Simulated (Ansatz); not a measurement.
Input

```
crystal:
  periodic: [false, false, false]
  atoms:
    - symbol: C
      position_ang: [-0.006466, 0.170901, 0.754622]
    - symbol: C
      position_ang: [0.520262, -1.071125, 0.540292]
    - symbol: Al
      position_ang: [2.065925, -0.834964, -0.724188]
    - symbol: Al
      position_ang: [1.010110, 1.521084, -0.273332]
    - symbol: H
      position_ang: [-0.876546, 0.301756, 1.423502]
    - symbol: H
      position_ang: [0.083124, -1.955263, 1.032002]
    - symbol: H
      position_ang: [0.762822, 3.096092, -0.335948]
basis:
  gaussian: {orbitals: def2-TZVPD}
magnetization: {spin_polarized: true, initial_magnetization: 1}
hamiltonian: {xc: pbe0}
output: {forces: true, orbitals: {seedname: orbitals}}
```

Command:

```sh
ansatz run input.yaml --threads 1 --pin off --max-ram 2610MiB --events-out events.jsonl --progress --plain --runs-dir runs
```

Geometry: B3LYP-D3(BJ)/def2-SVP.

All numbers below come from isolated molecule in a Gaussian basis; Kohn-Sham density functional theory, functional PBE0 (Ansatz).

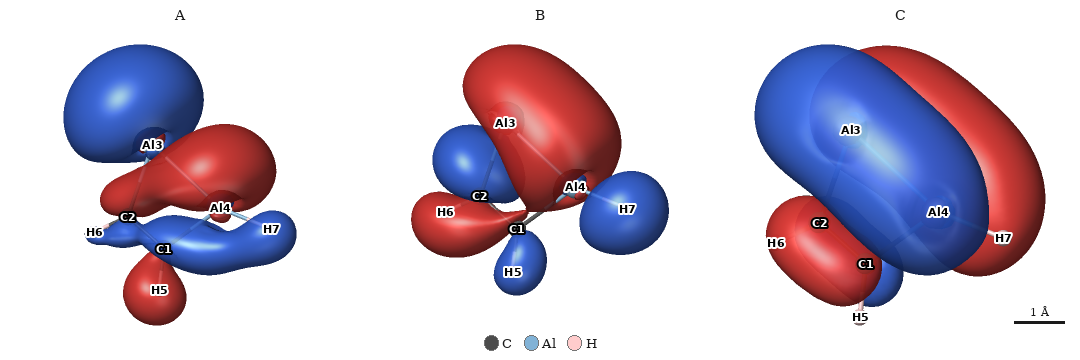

C2H3Al2 (SMILES [CH]1=[CH][AlH][Al]1) (doublet). Three frontier orbitals at ±0.06 Å⁻³ᐟ² (red and blue are the two phases), in no order.

Question: Order the three orbitals by energy and name them. All are α orbitals.

Answer: B is the HOMO−1 (α) (−6.80 eV). It lies mainly on Al3 (about 35 %), Al4 (about 25 %), C2 (about 25 %) and H7 (about 5 %); it is symmetric in the molecular plane (an in-plane orbital: σ, lone-pair or in-plane π type). A is the HOMO (α) (−4.95 eV). Its weight (Hirshfeld) is mainly on Al3 (about 60 %), Al4 (about 25 %) and C1 (about 10 %); it is symmetric in the molecular plane (an in-plane orbital: σ, lone-pair or in-plane π type). C is the LUMO (α) (−2.06 eV). It lies mainly on Al3 (about 45 %) and Al4 (about 40 %); it changes sign across the molecular plane (π type); π-bonding across Al3–Al4.

Question: What is the gap between the highest occupied and lowest empty α orbitals?

Answer: 2.89 eV between the orbital energies.
